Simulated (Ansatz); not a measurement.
# FGaH2···H2: what the fields show

The calculation's input:

```
crystal:
  periodic: [false, false, false]
  atoms:
    - { symbol: Ga, position_ang: [0.024781, -0.436639, -0.438169] }
    - { symbol: H, position_ang: [0.004576, -0.033977, 2.30182] }
    - { symbol: H, position_ang: [1.438509, 0.143218, -0.752791] }
    - { symbol: H, position_ang: [-1.413763, 0.101945, -0.70398] }
    - { symbol: F, position_ang: [0.058299, -1.992861, 0.330212] }
    - { symbol: H, position_ang: [0.015998, -0.693585, 2.015209] }
basis:
  gaussian: { orbitals: def2-SVP }
hamiltonian:
  xc: b3lyp
  dispersion: d4
relax:
  f_tol: 0.03
  max_steps: 50
output:
  orbitals: {}
```

Run with:

```sh
ansatz run input.yaml --threads 1 --pin off --max-ram 2048MiB --backend cpu --events-out ev --progress --plain --runs-dir out
```

The fields are those of the run's last geometry, not of the input's.

Method: RKS B3LYP-D4/def2-SVP (Ansatz 0.2.0).

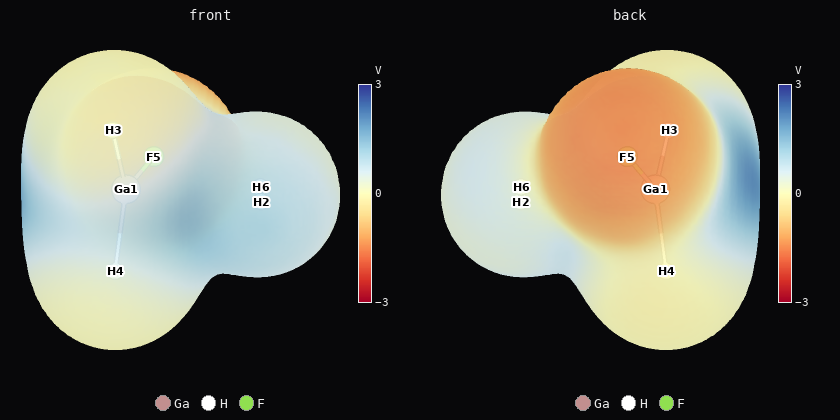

Figure 1. The molecular electrostatic potential painted on the density surface at 0.001 e/bohr³, seen from the front and from behind; red is negative and blue positive.

Question: Which sites attract a positive test charge, and which a negative one?

Answer: A positive charge is drawn to the negative regions and a negative charge to the positive ones. The most negative region (about −1.5 V, or −35 kcal/mol for a unit charge) lies over F5, the most positive (about +2.1 V, or +48 kcal/mol for a unit charge) over Ga1.

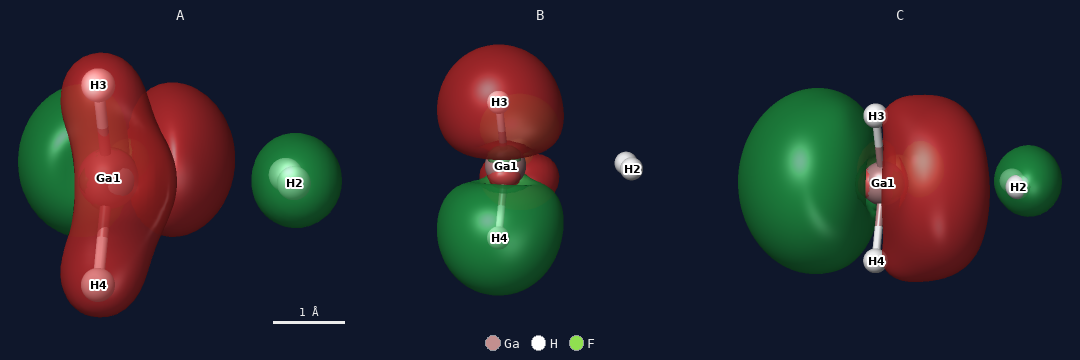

Figure 2. Three frontier orbitals at ±0.08 Å⁻³ᐟ² (green and red are the two phases), in no order.

Question: Which picture is the HOMO−1, the HOMO and the LUMO?

Answer: A is the HOMO−1 (−9.98 eV). By Hirshfeld shares it lies mainly on F5 (about 80 %) and Ga1 (about 10 %); largely a lone pair of F5. B is the HOMO (−8.52 eV). Its weight (Hirshfeld) is mainly on Ga1 (about 30 %), H3 (about 25 %), H4 (about 25 %) and F5 (about 20 %). C is the LUMO (−1.38 eV). It lies mainly on Ga1 (about 75 %).

Question: What is the HOMO–LUMO gap?

Answer: 7.14 eV between the orbital energies.

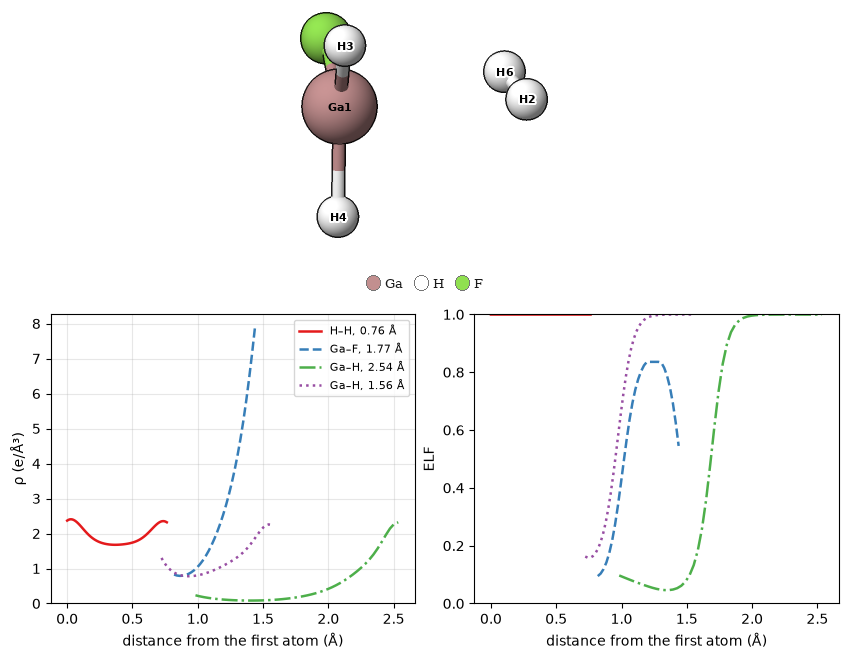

Figure 3. Total electron density and electron localisation function along straight lines between neighbouring atoms. The curves leave out the atomic cores. The structure is drawn too.

Question: Compare the contacts.

Answer: H–H (0.76 Å): ρ at the midpoint is about 1.7 e/Å³; the ELF peaks at about 1 between the atoms.
Ga–F (1.77 Å): ρ is about 0.79 e/Å³ halfway; the ELF peaks at about 0.85 in the valence shell of F, 0.6 Å from its nucleus, and is about 0.15 at the midpoint.
Ga1···H6 (2.54 Å): the density falls to about 0.08 e/Å³ on the way; the ELF dips to about 0.05 between them.
Ga–H (1.56 Å): the density is about 0.99 e/Å³ at the midpoint; the ELF climbs to about 1 towards the hydrogen.
